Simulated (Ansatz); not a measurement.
**Run report: CH$_{5}$FOSi$_{2}$, geometry relaxation**

The run: geometry relaxation of CH$_{5}$FOSi$_{2}$, SMILES FC1O[SiH2][SiH2]1. Method and program: RKS PBE-D4/def2-SVP (Ansatz 0.2.0).

The geometry: force-field start. Figures and captions count atoms from 1; the log counts them from 0 in places.

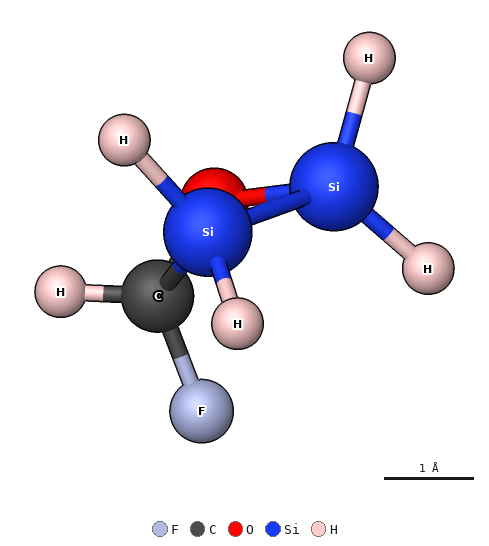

Figure 1. The starting structure (ball-and-stick view, seen at a tilt).

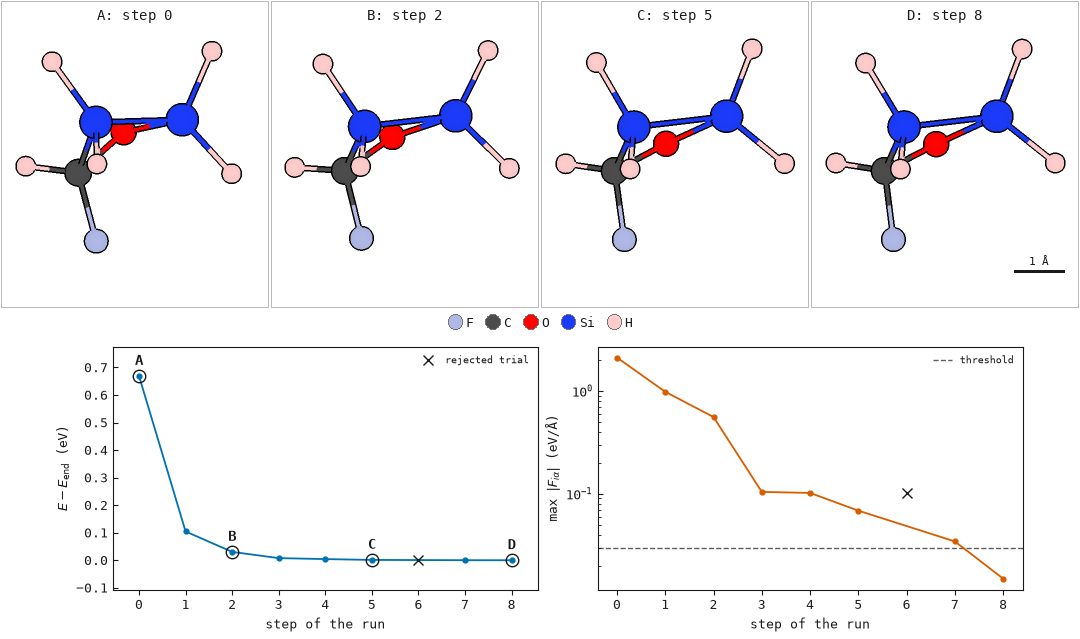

Figure 2. Frames of the relaxation (ball-and-stick view, seen at a tilt) above the curves, on which the letters mark them (the first geometry is step 0 here and step 1 in the log).

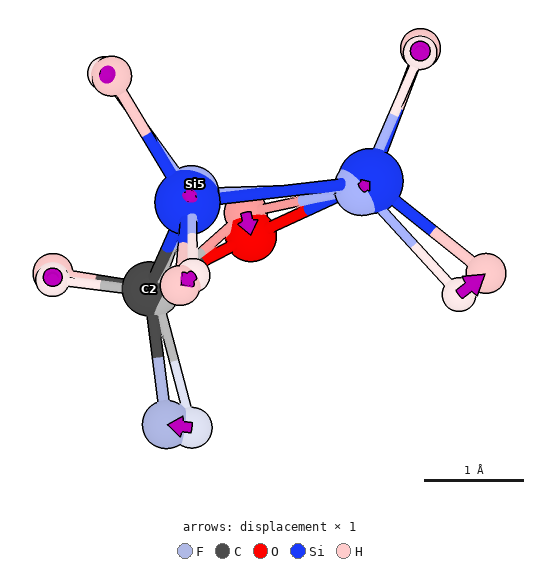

Figure 3. Start (faint) and end (solid) with the displacements as pink arrows, at true length (ball-and-stick view, seen at a tilt). The two geometries are laid on each other by the best rigid fit. After 8 geometry steps the energy has fallen by 0.669 eV. Largest force component: 2.1 eV/Å at the start, 0.015 eV/Å at the end. The line search rejected the trial step at point 6 (counted from 0) and went back. The largest move after the best rigid fit is that of H7, 0.35 Å. Largest moves by element: H 0.35 Å, F 0.26 Å, O 0.25 Å, Si 0.13 Å, C 0.08 Å. Among the contacts that change: Si4–Si5 2.153 → 2.340 Å, C2–O3 1.495 → 1.411 Å, Si4–H7 1.465 → 1.505 Å, O3–Si4 1.703 → 1.736 Å. Among the angles that change: C2–O3–Si4 95.1° → 105.7°, Si5–C2–H6 110.6° → 120.8°, Si4–Si5–H9 119.9° → 126.0°. (Atoms are counted from 1 in the order of the input.)

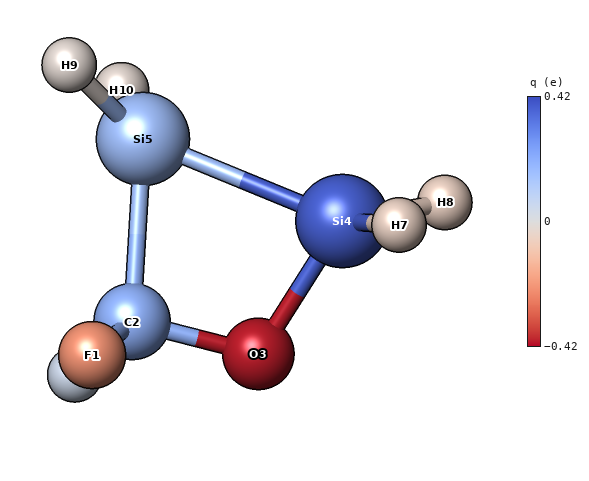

Figure 4. Mulliken charges, as the colour of each atom (ball-and-stick view, seen at a tilt; atoms are numbered from 1 in the order of the input). By element: F −0.22, C +0.19, O −0.40, Si +0.16 to +0.38 and H −0.05 to +0.04 e.

These pictures come from the run below.

**Input**
```yaml
crystal:
  periodic: [false, false, false]
  atoms:
    - {symbol: F, position_ang: [1.100800, -1.061000, 1.488500]}
    - {symbol: C, position_ang: [0.055500, -0.143600, 1.196400]}
    - {symbol: O, position_ang: [-1.133500, -0.764000, 0.535600]}
    - {symbol: Si, position_ang: [-0.471800, -0.728000, -1.032800]}
    - {symbol: Si, position_ang: [0.473200, 1.052500, -0.276900]}
    - {symbol: H, position_ang: [-0.254800, 0.430800, 2.086900]}
    - {symbol: H, position_ang: [0.312400, -1.932500, -1.315800]}
    - {symbol: H, position_ang: [-1.629000, -0.507800, -1.986500]}
    - {symbol: H, position_ang: [1.933400, 1.264100, -0.487300]}
    - {symbol: H, position_ang: [-0.303100, 2.338400, -0.205200]}
basis:
  gaussian: {orbitals: def2-SVP}
hamiltonian: {xc: pbe, dispersion: d4}
relax: {f_tol: 0.03, max_steps: 200}
```

Launched with:
```bash
ansatz run in.yaml --threads 4 --pin off --events-out ev --progress --plain --max-ram 10444MiB
```

**Log**
```
Functional definition: PBE
  name "PBE"
  cite "Perdew, Burke & Ernzerhof, Phys. Rev. Lett. 77, 3865 (1996) doi:10.1103/PhysRevLett.77.3865"
  parent pbe
  parameter kappa = 0.804
  parameter beta = 0.06672455060314922
  exchange = pbe_x(kappa = kappa, mu = beta*pi^2/3)
  correlation = pbe_c(beta = beta)
1131 factors; their error is unknown
mean field evaluation 1: about -21608.5548 eV, gradient 4.6e1 eV
mean field evaluation 2: about -21582.1645 eV, gradient 1.2e2 eV
mean field evaluation 4: about -21612.6547 eV, gradient 1.1e1 eV
mean field evaluation 8: about -21612.8736 eV, gradient 1.9e-1 eV
mean field evaluation 16: about -21612.7812 eV, gradient 2.2e-4 eV
mean field -21612.78122264 eV, -794.2550602627 hartree, gradient 5.8e-5 eV, S^2 0.000000; 0 other end points of the search recorded, 0 dependent functions left out
the calculation of the forces begins
reference -21612.78125580 eV, -794.2550614813 hartree; 28, 28 occupied and 75, 75 virtual orbitals, 1131 factors
relax step   1: F+E_penalty+E_count = -21613.02061644 eV  Δ(F+E_penalty+E_count) = +0.000e0 eV  max|allowed force component| = 2.110e0 eV/Å  Δτ_max = 0.0000 Å  (27 SCF iters, accepted)
these checks for a lower state are left out or cut short: starts, cluster_reference, orbital_swaps, neighbouring_geometries, increment
1131 factors; their error is unknown
mean field -21613.34956665 eV, -794.2759465198 hartree, gradient 1.1e-5 eV, S^2 0.000000; 0 other end points of the search recorded, 0 dependent functions left out
the calculation of the forces begins
reference -21613.34960036 eV, -794.2759477588 hartree; 28, 28 occupied and 75, 75 virtual orbitals, 1131 factors
relax step   2: F+E_penalty+E_count = -21613.58516597 eV  Δ(F+E_penalty+E_count) = -5.645e-1 eV  max|allowed force component| = 9.810e-1 eV/Å  Δτ_max = 0.1951 Å  (30 SCF iters, accepted)
these checks for a lower state are left out or cut short: starts, cluster_reference, orbital_swaps, neighbouring_geometries, increment
1131 factors; their error is unknown
mean field evaluation 32: about -21613.4247 eV, gradient 9.6e-6 eV
mean field -21613.42471757 eV, -794.2787082654 hartree, gradient 9.6e-6 eV, S^2 0.000000; 0 other end points of the search recorded, 0 dependent functions left out
the calculation of the forces begins
reference -21613.42475151 eV, -794.2787095124 hartree; 28, 28 occupied and 75, 75 virtual orbitals, 1131 factors
relax step   3: F+E_penalty+E_count = -21613.65929406 eV  Δ(F+E_penalty+E_count) = -7.413e-2 eV  max|allowed force component| = 5.575e-1 eV/Å  Δτ_max = 0.0807 Å  (29 SCF iters, accepted)
these checks for a lower state are left out or cut short: starts, cluster_reference, orbital_swaps, neighbouring_geometries, increment
1131 factors; their error is unknown
mean field -21613.44783513 eV, -794.2795578199 hartree, gradient 9.2e-6 eV, S^2 0.000000; 0 other end points of the search recorded, 0 dependent functions left out
the calculation of the forces begins
reference -21613.44786919 eV, -794.2795590717 hartree; 28, 28 occupied and 75, 75 virtual orbitals, 1131 factors
relax step   4: F+E_penalty+E_count = -21613.68188286 eV  Δ(F+E_penalty+E_count) = -2.259e-2 eV  max|allowed force component| = 1.043e-1 eV/Å  Δτ_max = 0.0584 Å  (29 SCF iters, accepted)
these checks for a lower state are left out or cut short: starts, cluster_reference, orbital_swaps, neighbouring_geometries, increment
1131 factors; their error is unknown
mean field -21613.45169724 eV, -794.2796997498 hartree, gradient 1.0e-5 eV, S^2 0.000000; 0 other end points of the search recorded, 0 dependent functions left out
the calculation of the forces begins
reference -21613.45173139 eV, -794.2797010048 hartree; 28, 28 occupied and 75, 75 virtual orbitals, 1131 factors
relax step   5: F+E_penalty+E_count = -21613.68541992 eV  Δ(F+E_penalty+E_count) = -3.537e-3 eV  max|allowed force component| = 1.019e-1 eV/Å  Δτ_max = 0.0706 Å  (30 SCF iters, accepted)
these checks for a lower state are left out or cut short: starts, cluster_reference, orbital_swaps, neighbouring_geometries, increment
1131 factors; their error is unknown
mean field -21613.45497476 eV, -794.2798201964 hartree, gradient 2.7e-5 eV, S^2 0.000000; 0 other end points of the search recorded, 0 dependent functions left out
the calculation of the forces begins
reference -21613.45500888 eV, -794.2798214504 hartree; 28, 28 occupied and 75, 75 virtual orbitals, 1131 factors
relax step   6: F+E_penalty+E_count = -21613.68842839 eV  Δ(F+E_penalty+E_count) = -3.008e-3 eV  max|allowed force component| = 6.857e-2 eV/Å  Δτ_max = 0.0572 Å  (28 SCF iters, accepted)
these checks for a lower state are left out or cut short: starts, cluster_reference, orbital_swaps, neighbouring_geometries, increment
1131 factors; their error is unknown
mean field -21613.45446443 eV, -794.2798014423 hartree, gradient 2.3e-5 eV, S^2 0.000000; 0 other end points of the search recorded, 0 dependent functions left out
the calculation of the forces begins
reference -21613.45449850 eV, -794.2798026941 hartree; 28, 28 occupied and 75, 75 virtual orbitals, 1131 factors
relax step   7: F+E_penalty+E_count = -21613.68784683 eV  Δ(F+E_penalty+E_count) = +5.816e-4 eV  max|allowed force component| = 1.007e-1 eV/Å  Δτ_max = 0.0372 Å  (29 SCF iters, rejected (line search))
these checks for a lower state are left out or cut short: starts, cluster_reference, orbital_swaps, neighbouring_geometries, increment
1131 factors; their error is unknown
mean field evaluation 64: about -21613.4561 eV, gradient 5.6e-5 eV
mean field -21613.45609498 eV, -794.2798613638 hartree, gradient 2.6e-5 eV, S^2 0.000000; 0 other end points of the search recorded, 0 dependent functions left out
the calculation of the forces begins
reference -21613.45612911 eV, -794.2798626181 hartree; 28, 28 occupied and 75, 75 virtual orbitals, 1131 factors
relax step   8: F+E_penalty+E_count = -21613.68945690 eV  Δ(F+E_penalty+E_count) = -1.029e-3 eV  max|allowed force component| = 3.440e-2 eV/Å  Δτ_max = 0.0181 Å  (30 SCF iters, accepted)
these checks for a lower state are left out or cut short: starts, cluster_reference, orbital_swaps, neighbouring_geometries, increment
1131 factors; their error is unknown
mean field -21613.45624839 eV, -794.2798670014 hartree, gradient 2.6e-5 eV, S^2 0.000000; 0 other end points of the search recorded, 0 dependent functions left out
the calculation of the forces begins
reference -21613.45628251 eV, -794.2798682555 hartree; 28, 28 occupied and 75, 75 virtual orbitals, 1131 factors
relax step   9: F+E_penalty+E_count = -21613.68958081 eV  Δ(F+E_penalty+E_count) = -1.239e-4 eV  max|allowed force component| = 1.496e-2 eV/Å  Δτ_max = 0.0080 Å  (30 SCF iters, accepted)
1131 factors; their error is unknown
mean field -21613.45624839 eV, -794.2798670014 hartree, gradient 2.6e-5 eV, S^2 0.000000; 1 other end points of the search recorded, 0 dependent functions left out
the calculation of the forces begins
reference -21613.45628251 eV, -794.2798682555 hartree; 28, 28 occupied and 75, 75 virtual orbitals, 1131 factors
Total energy: -21613.68961494 eV, -794.2884430639 hartree
Atom 0 at     1.108506    -0.854318     1.652090 Å, force     0.001490    -0.002061     0.006080 eV/Å
Atom 1 at     0.022603    -0.083294     1.236679 Å, force    -0.007566     0.010796     0.014962 eV/Å
Atom 2 at    -0.922715    -0.896774     0.576722 Å, force    -0.007166    -0.008742     0.003147 eV/Å
Atom 3 at    -0.549446    -0.772209    -1.113600 Å, force     0.005196    -0.000986    -0.014653 eV/Å
Atom 4 at     0.597377     1.074219    -0.245682 Å, force    -0.000559     0.003945    -0.007327 eV/Å
Atom 5 at    -0.444724     0.349638     2.150017 Å, force     0.009689    -0.002619    -0.007934 eV/Å
Atom 6 at     0.203627    -1.959993    -1.648332 Å, force    -0.001178    -0.001451     0.000131 eV/Å
Atom 7 at    -1.819388    -0.615691    -1.901702 Å, force    -0.000595     0.000745     0.001517 eV/Å
Atom 8 at     2.068975     1.346354    -0.384476 Å, force     0.000082     0.000180    -0.000400 eV/Å
Atom 9 at    -0.181716     2.360970    -0.318815 Å, force     0.000607     0.000192     0.004476 eV/Å
Dipole moment:    -0.016893     0.316172    -0.264486 e Å
```

**Trajectory as extended XYZ (Å, eV, eV/Å), 9 frames, from step=1 to step=9**
```
10
Properties=species:S:1:pos:R:3:forces:R:3 step=1 energy=-21613.02062
F     1.1008   -1.0610    1.4885   -1.2948   0.7258  -0.2002
C     0.0555   -0.1436    1.1964   -0.5495  -0.0158  -0.4180
O    -1.1335   -0.7640    0.5356    1.5459   0.2648   1.8673
Si   -0.4718   -0.7280   -1.0328   -2.1098  -1.0653  -1.9949
Si    0.4732    1.0525   -0.2769    1.8150   1.4524   0.5225
H    -0.2548    0.4308    2.0869   -0.1441  -0.6543   0.6109
H     0.3124   -1.9325   -1.3158    0.3925  -0.4984  -0.3496
H    -1.6290   -0.5078   -1.9865    0.1477  -0.4053  -0.0654
H     1.9334    1.2641   -0.4873    0.2480   0.3205   0.0165
H    -0.3031    2.3384   -0.2052   -0.0509  -0.1244   0.0108
10
Properties=species:S:1:pos:R:3:forces:R:3 step=2 energy=-21613.58517
F     1.0510   -1.0028    1.5238   -0.1452   0.3562  -0.1036
C     0.0535   -0.0727    1.2068   -0.9551  -0.8396   0.4509
O    -1.0655   -0.7863    0.5802    0.9810   0.7501   0.3075
Si   -0.5598   -0.7294   -1.0722   -0.5804  -0.5265  -0.5574
Si    0.5921    1.0703   -0.2834    0.2331   0.3940   0.2684
H    -0.3374    0.3474    2.1742    0.2305  -0.0591  -0.3291
H     0.2775   -1.9129   -1.4324    0.0724  -0.1600  -0.1517
H    -1.7470   -0.6612   -2.0113    0.1418   0.0128   0.1641
H     2.0537    1.3732   -0.4557   -0.0092   0.0129   0.0036
H    -0.2351    2.3234   -0.2272    0.0311   0.0592  -0.0527
10
Properties=species:S:1:pos:R:3:forces:R:3 step=3 energy=-21613.65929
F     1.0617   -0.9673    1.5343    0.0127   0.0521   0.0129
C     0.0423   -0.0698    1.2225   -0.5575  -0.3457  -0.0017
O    -1.0354   -0.7740    0.5771    0.4545   0.2490   0.1817
Si   -0.5679   -0.7609   -1.0948    0.0152  -0.0463  -0.1321
Si    0.5963    1.0782   -0.2629    0.0272   0.0719   0.0875
H    -0.3459    0.3460    2.1849    0.0827  -0.0205  -0.1659
H     0.2533   -1.9581   -1.4947   -0.0476  -0.0053  -0.0120
H    -1.7639   -0.6761   -2.0049   -0.0011   0.0158   0.1075
H     2.0584    1.3866   -0.4258    0.0076   0.0074  -0.0037
H    -0.2159    2.3444   -0.2329    0.0063   0.0216  -0.0742
10
Properties=species:S:1:pos:R:3:forces:R:3 step=4 energy=-21613.68188
F     1.0750   -0.9397    1.5640    0.0960  -0.0407   0.0447
C     0.0295   -0.0821    1.2275   -0.1043   0.0490   0.0064
O    -0.9936   -0.8025    0.5769   -0.0245  -0.0645  -0.0642
Si   -0.5570   -0.7621   -1.1058    0.1013  -0.0402  -0.0102
Si    0.6048    1.0822   -0.2448   -0.0230   0.0287  -0.0268
H    -0.3757    0.3378    2.1740    0.0141   0.0338   0.0286
H     0.2263   -1.9740   -1.5440   -0.0397   0.0423   0.0037
H    -1.7867   -0.6588   -1.9605   -0.0306   0.0318   0.0248
H     2.0678    1.3964   -0.3989   -0.0079  -0.0168   0.0012
H    -0.2073    2.3518   -0.2858    0.0186  -0.0234  -0.0083
10
Properties=species:S:1:pos:R:3:forces:R:3 step=5 energy=-21613.68542
F     1.0973   -0.8915    1.6014    0.0823  -0.0343   0.0515
C     0.0229   -0.0840    1.2306    0.0190   0.0402  -0.0181
O    -0.9529   -0.8602    0.5764   -0.1019   0.0051  -0.0331
Si   -0.5507   -0.7663   -1.1089    0.0627  -0.0734  -0.0224
Si    0.5977    1.0825   -0.2478   -0.0059   0.0001   0.0429
H    -0.4132    0.3360    2.1629   -0.0035   0.0431   0.0320
H     0.2015   -1.9843   -1.5747    0.0099   0.0440  -0.0493
H    -1.7896   -0.6219   -1.9429   -0.0534   0.0058   0.0115
H     2.0648    1.3754   -0.4005   -0.0082  -0.0127   0.0122
H    -0.1947    2.3633   -0.2937   -0.0010  -0.0178  -0.0271
10
Properties=species:S:1:pos:R:3:forces:R:3 step=6 energy=-21613.68843
F     1.1100   -0.8652    1.6376   -0.0457   0.0278   0.0032
C     0.0204   -0.0860    1.2389    0.0608  -0.0156  -0.0686
O    -0.9314   -0.8924    0.5782    0.0056   0.0540   0.0454
Si   -0.5511   -0.7692   -1.1113    0.0631  -0.0179  -0.0040
Si    0.5983    1.0760   -0.2430   -0.0379  -0.0289  -0.0125
H    -0.4330    0.3443    2.1592   -0.0244  -0.0148   0.0107
H     0.2052   -1.9637   -1.6279   -0.0238   0.0112  -0.0197
H    -1.8119   -0.6040   -1.9122   -0.0062  -0.0158   0.0100
H     2.0692    1.3538   -0.3830   -0.0101   0.0009   0.0077
H    -0.1926    2.3553   -0.3336    0.0185  -0.0008   0.0278
10
Properties=species:S:1:pos:R:3:forces:R:3 step=7 energy=-21613.68785 accepted=F
F     1.1167   -0.8430    1.6456    0.0037   0.0029  -0.0115
C     0.0229   -0.0799    1.2321    0.0291   0.0147   0.0117
O    -0.9168   -0.9019    0.5774   -0.0343  -0.0371  -0.0589
Si   -0.5496   -0.7756   -1.1156   -0.0282  -0.0107   0.0351
Si    0.5915    1.0758   -0.2543    0.0356  -0.0103   0.1007
H    -0.4400    0.3478    2.1488   -0.0258   0.0208   0.0052
H     0.1970   -1.9642   -1.6551    0.0091  -0.0042  -0.0051
H    -1.8240   -0.6130   -1.8948   -0.0006  -0.0021  -0.0094
H     2.0672    1.3375   -0.3495    0.0132   0.0207  -0.0609
H    -0.1818    2.3653   -0.3317   -0.0017   0.0054  -0.0070
10
Properties=species:S:1:pos:R:3:forces:R:3 step=8 energy=-21613.68946
F     1.1086   -0.8569    1.6446   -0.0154   0.0076   0.0010
C     0.0203   -0.0823    1.2366    0.0344  -0.0175  -0.0039
O    -0.9277   -0.8927    0.5770    0.0088   0.0046   0.0000
Si   -0.5473   -0.7729   -1.1132   -0.0181   0.0039  -0.0024
Si    0.5968    1.0756   -0.2452   -0.0074  -0.0020  -0.0005
H    -0.4398    0.3473    2.1542   -0.0124   0.0047  -0.0004
H     0.2027   -1.9642   -1.6443    0.0043   0.0024   0.0042
H    -1.8157   -0.6157   -1.9039    0.0013   0.0002  -0.0002
H     2.0681    1.3486   -0.3830    0.0040   0.0011   0.0015
H    -0.1830    2.3621   -0.3199    0.0005  -0.0048   0.0009
10
Properties=species:S:1:pos:R:3:forces:R:3 step=9 energy=-21613.68958
F     1.1085   -0.8543    1.6521    0.0015  -0.0021   0.0061
C     0.0226   -0.0833    1.2367   -0.0076   0.0108   0.0150
O    -0.9227   -0.8968    0.5767   -0.0072  -0.0087   0.0031
Si   -0.5494   -0.7722   -1.1136    0.0052  -0.0010  -0.0147
Si    0.5974    1.0742   -0.2457   -0.0006   0.0039  -0.0073
H    -0.4447    0.3496    2.1500    0.0097  -0.0026  -0.0079
H     0.2036   -1.9600   -1.6483   -0.0012  -0.0015   0.0001
H    -1.8194   -0.6157   -1.9017   -0.0006   0.0007   0.0015
H     2.0690    1.3464   -0.3845    0.0001   0.0002  -0.0004
H    -0.1817    2.3610   -0.3188    0.0006   0.0002   0.0045
```

**Summary**

| quantity | value |
| --- | --- |
| outcome | converged |
| total energy | −21613.6896 eV |
| mean-field energy | −21613.4563 eV |
| dispersion energy | −0.2333 eV |
| SCF solution under orbital rotations | stable |
| largest force (length of the vector) at the end | 0.020 eV/Å |
| dipole moment | 1.98 D |
| hardware | 4 threads of Arm Neoverse V2, 23 GiB of memory available, shared host |
| wall time | 11 s (CPU time 38 s) |
| peak memory | 0.16 GiB |
